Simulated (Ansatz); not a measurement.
# CoSi2 (fluorite type, space group Fm-3m), energy against volume

CoSi2 (fluorite type, space group Fm-3m)

```yaml
crystal:
  lattice:
    - [0.00000, 2.65746, 2.65746]
    - [2.65746, 0.00000, 2.65746]
    - [2.65746, 2.65746, 0.00000]
  atoms:
    - { symbol: Co, position: [0.00000, 0.00000, 0.00000] }
    - { symbol: Si, position: [0.25000, 0.25000, 0.25000] }
    - { symbol: Si, position: [0.75000, 0.75000, 0.75000] }
```

E(V) scan at fixed shape, V₀ the volume above. Symmetry pins the atoms to their sites.

Calculation: r2SCAN (plane waves to 500 eV, PAW, scalar-relativistic; Ansatz, a first-principles code). k mesh 15×15×15 (Γ-centred), Fermi-Dirac smearing 0.05 eV. The energy includes the smearing's −TS. Stress and pressure are positive under compression. CoSi2 is run without spin polarisation. CoSi2 was relaxed with its symmetry unable to fall. ΔE is measured from the relaxed starting cell.

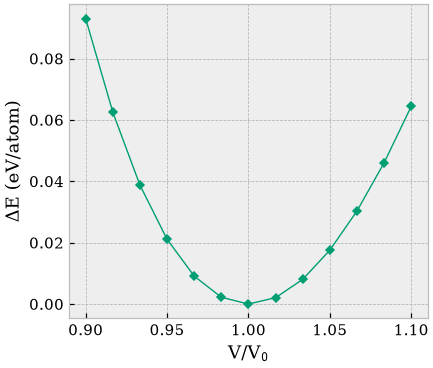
*ΔE (eV/atom) against V/V₀; markers are the computed points, lines only join them.*

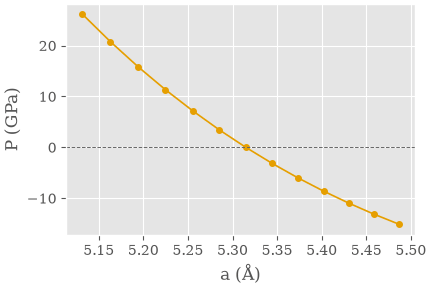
Fig. 1. P (GPa) against a (Å); one marker a computed point.

The pressure derivative B₀′ (fit) is 4.5, the bulk modulus B₀ (third-order Birch-Murnaghan fit) is 196 GPa and the equilibrium volume of the fit is 12.51 Å³/atom. The energy cost of the largest expansion is 64 meV/atom. The energy cost of the largest compression comes out as 93 meV/atom.

(A scan under strain: stresses follow from slopes of the energy per volume, elastic moduli from its curvatures.)
